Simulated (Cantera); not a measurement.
Feed: 1 mol Si₂Cl₆, a varied amount of NH₃, 83 mol N₂, equilibrated at 1025 K and 0.00740 bar.

Method: chemical equilibrium by Gibbs-energy minimisation in Cantera with the NASA 1993 tables (ideal gas, pure condensed phases). Candidate condensed phases: NH₄Cl, Si, Si₃N₄; 28 gas species. The feed counts by its element totals alone. The tables' values for SiCl₃ are old estimates; treat these amounts as uncertain. Kinetics and transport are ignored.

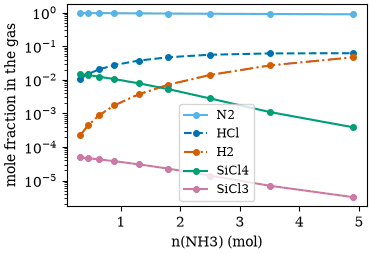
*Equilibrium gas composition (values under 1e-9 drawn at 1e-9)*

From 0.32 mol NH₃ to 4.9 mol NH₃ the condensed part is Si₃N₄(s). The main Si-bearing gas is SiCl₄ throughout. The share of Si in condensed phases is highest at 4.9 mol NH₃ (98.1 %) and lowest at 0.32 mol NH₃ (36.5 %).
